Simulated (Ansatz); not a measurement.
# One shape, several levels: doublet C2H4FGa+

We compute a comparison of 6 runs (UHF/cc-pVDZ, U-revPBE/cc-pVDZ, UB3LYP/cc-pVDZ, UBLYP/cc-pVDZ, UPBE/cc-pVDZ, UCCSD(T)/cc-pVDZ) of doublet C2H4FGa+. 

The results are computed with Ansatz 0.2.0.

67 further runs of the same task are left out: 2 that didn't finish, 65 set aside as unsound or not needed.

## 1. Starting point

The species is C2H4FGa+ (8 atoms), meant as a doublet with charge +1. As SMILES of the parent species, `C=[CH][GaH][F]`. Geometry: relaxed at PBE0-D4/def2-TZVP. That shape belongs to the parent species and isn't relaxed for this state.

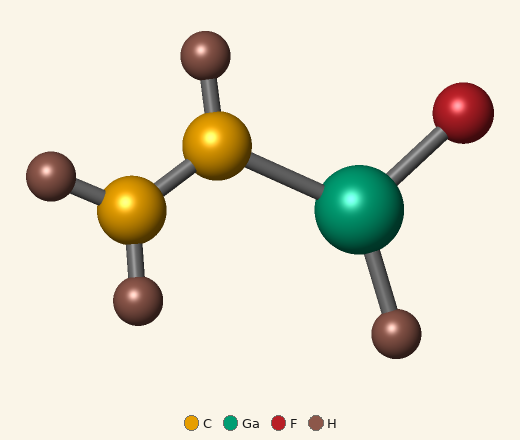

The structure, seen from a chosen angle (carbon amber, gallium teal, fluorine red, hydrogen brown).

## 2. A single-point energy at UHF/cc-pVDZ (run 1)

The input, molecule.yaml:

```yaml
basis:
  gaussian: {orbitals: cc-pVDZ}
crystal:
  periodic: [false, false, false]
  atoms:
    - {symbol: C, position_ang: [-0.837100, 1.175400, 0.060900]}
    - {symbol: C, position_ang: [0.342600, 0.569500, -0.065000]}
    - {symbol: Ga, position_ang: [0.481700, -1.360200, -0.007600]}
    - {symbol: F, position_ang: [2.110500, -2.006100, -0.199600]}
    - {symbol: H, position_ang: [-1.762100, 0.620500, 0.200100]}
    - {symbol: H, position_ang: [-0.941100, 2.257800, 0.031600]}
    - {symbol: H, position_ang: [1.232300, 1.179600, -0.202300]}
    - {symbol: H, position_ang: [-0.626900, -2.436700, 0.182000]}
total_charge: 1
magnetization: {spin_polarized: true, initial_magnetization: 1}
hamiltonian: {xc: hf}
accuracy: high
output: {orbitals: {seedname: orbitals}}
```

Command:

```sh
ansatz run molecule.yaml --threads 1 --pin off --max-ram 3480MiB --events-out events.jsonl --progress --plain --runs-dir runs
```

Output:

```text
Warning: RAYON_NUM_THREADS=1 ignored (pool sized by the plan → 1); use --threads N
Functional definition: HF
  name "HF"
  exchange = exact_x
  correlation = 0
2036 factors; integrals over basis functions are off by at most 4.6e-9 eV
mean field evaluation 1: about -57146.6416 eV, gradient 4.0e1 eV
mean field evaluation 2: about -57146.7651 eV, gradient 3.9e1 eV
mean field evaluation 4: about -57153.5157 eV, gradient 3.8e0 eV
mean field evaluation 8: about -57153.7524 eV, gradient 9.8e-1 eV
mean field evaluation 16: about -57153.8369 eV, gradient 1.1e-1 eV
mean field evaluation 32: about -57154.5470 eV, gradient 2.4e0 eV
mean field evaluation 64: about -57154.7933 eV, gradient 6.1e-1 eV
mean field evaluation 96: about -57145.0176 eV, gradient 8.6e0 eV
mean field evaluation 128: about -57148.3776 eV, gradient 2.6e1 eV
mean field evaluation 160: about -57154.7892 eV, gradient 3.1e-1 eV
mean field evaluation 192: about -57153.8139 eV, gradient 1.0e0 eV
mean field evaluation 224: about -57153.7829 eV, gradient 5.4e-1 eV
mean field evaluation 256: about -57153.8372 eV, gradient 6.6e-5 eV
mean field evaluation 288: about -57143.6432 eV, gradient 9.2e0 eV
mean field -57154.80095941 eV, -2100.4001943429 hartree, gradient 2.6e-8 eV, S^2 0.754355; 3 other end points of the search recorded, 0 dependent functions left out
reference -57154.80095941 eV, -2100.4001943429 hartree; 28, 27 occupied and 61, 62 virtual orbitals, 2036 factors
Total energy: -57154.80095941 eV, -2100.4001943429 hartree
```

Wall time 26 s (1 thread of Arm Neoverse V1, shared host); peak memory 0.52 GiB.

## 3. A single-point energy at U-revPBE/cc-pVDZ (run 2)

Edit molecule.yaml of step 2 so:

```diff
@@ -1,3 +1 @@
-basis:
-  gaussian: {orbitals: cc-pVDZ}
 crystal:
@@ -13,5 +11,11 @@
     - {symbol: H, position_ang: [-0.626900, -2.436700, 0.182000]}
+basis:
+  gaussian:
+    orbitals: cc-pVDZ
 total_charge: 1
-magnetization: {spin_polarized: true, initial_magnetization: 1}
-hamiltonian: {xc: hf}
+magnetization:
+  spin_polarized: true
+  initial_magnetization: 1
+hamiltonian:
+  xc: {name: revPBE}
 accuracy: high
```

Command:

```sh
ansatz run molecule.yaml --threads 1 --pin off --max-ram 3480MiB --events-out events.jsonl --progress --plain --runs-dir runs
```

Output:

```text
Warning: RAYON_NUM_THREADS=1 ignored (pool sized by the plan → 1); use --threads N
Functional definition: revPBE
  name "revPBE"
  parameter kappa = 1.245
  parameter beta = 0.06672455060314922
  exchange = pbe_x(kappa = kappa, mu = beta*pi^2/3)
  correlation = pbe_c(beta = beta)
2036 factors; integrals over basis functions are off by at most 4.6e-9 eV
mean field evaluation 1: about -57195.1074 eV, gradient 6.8e1 eV
mean field evaluation 2: about -56983.0187 eV, gradient 2.0e2 eV
mean field evaluation 4: about -57201.9648 eV, gradient 5.9e1 eV
mean field evaluation 8: about -57217.9575 eV, gradient 5.0e0 eV
mean field evaluation 16: about -57218.1076 eV, gradient 1.5e-2 eV
mean field evaluation 32: about -57218.1081 eV, gradient 7.8e-6 eV
mean field evaluation 64: about -57218.1079 eV, gradient 7.8e-5 eV
mean field -57218.10812430 eV, -2102.7266897415 hartree, gradient 1.6e-8 eV, S^2 0.754436; 6 other end points of the search recorded, 0 dependent functions left out
reference -57218.10812934 eV, -2102.7266899266 hartree; 28, 27 occupied and 61, 62 virtual orbitals, 2036 factors
Total energy: -57218.10812934 eV, -2102.7266899266 hartree
```

It took 46 s on 1 thread of Arm Neoverse V1, shared host; peak memory 0.32 GiB.

Runs 3 to 5 aren't shown in full; the table further down has their settings and results.

## 4. A single-point energy at UCCSD(T)/cc-pVDZ (run 6)

The input, job.yaml:

```yaml
crystal:
  periodic: [false, false, false]
  atoms:
    - {symbol: C, position_ang: [-0.837100, 1.175400, 0.060900]}
    - {symbol: C, position_ang: [0.342600, 0.569500, -0.065000]}
    - {symbol: Ga, position_ang: [0.481700, -1.360200, -0.007600]}
    - {symbol: F, position_ang: [2.110500, -2.006100, -0.199600]}
    - {symbol: H, position_ang: [-1.762100, 0.620500, 0.200100]}
    - {symbol: H, position_ang: [-0.941100, 2.257800, 0.031600]}
    - {symbol: H, position_ang: [1.232300, 1.179600, -0.202300]}
    - {symbol: H, position_ang: [-0.626900, -2.436700, 0.182000]}
basis:
  gaussian: {orbitals: cc-pVDZ}
total_charge: 1
magnetization: {spin_polarized: true, initial_magnetization: 1}
correlation: {method: ccsd_t, frozen_orbitals: {C: 1, F: 1, Ga: 9, H: 0}}
accuracy: high
scf: {omitted_lower_state_checks: [cluster_reference, increment]}
```

Command:

```sh
ansatz run job.yaml --threads 1 --pin off --max-ram 3480MiB --events-out events.jsonl --progress --plain --runs-dir runs
```

Output:

```text
Warning: RAYON_NUM_THREADS=1 ignored (pool sized by the plan → 1); use --threads N
[... 15 lines left out ...]
12 core orbitals not correlated: weight in the atoms' cores, before any rotation towards them, 1.000 or more for the frozen orbitals, at most 0.000 for the correlated occupied ones
[... 47 lines left out ...]
Total energy: -57169.37767684 eV, -2100.9358788278 hartree
Checks for a lower state left out: cluster_reference, increment
```

It took 3.9 min on 1 thread of Arm Neoverse V1, shared host; peak memory 1 GiB.

## 5. Overview of the runs

```
run             level  frozen core orbitals   energy (Eh)  HOMO energy (eV)  LUMO energy (eV)   ⟨S²⟩  wall time
  1       UHF/cc-pVDZ                     –  -2100.400194            -17.57             -8.01  0.754       26 s
  2  U-revPBE/cc-pVDZ                     –  -2102.726690            -13.36            -13.17  0.754       46 s
  3    UB3LYP/cc-pVDZ                     –  -2102.962032            -14.45            -12.83  0.759       40 s
  4     UBLYP/cc-pVDZ                     –  -2102.943726            -13.25            -13.08  0.755       37 s
  5      UPBE/cc-pVDZ                     –  -2102.423787            -13.40            -13.22  0.754       33 s
  6  UCCSD(T)/cc-pVDZ                    12  -2100.935879                 –                 –  0.754    3.9 min
```

## 6. Outcome

```
                                           quantity           value
                                run 6: total energy  -2100.93588 Eh
run 6: correlation energy (12 core orbitals frozen)      -535.7 mEh
                              run 6: (T) correction      -12.62 mEh
           run 6: ⟨S²⟩ of the reference determinant           0.754
                               run 6: T1 diagnostic           0.014
```

In words: Totals of different functionals can't be ranked against each other. All runs together took 6.9 min, the longest 3.9 min.
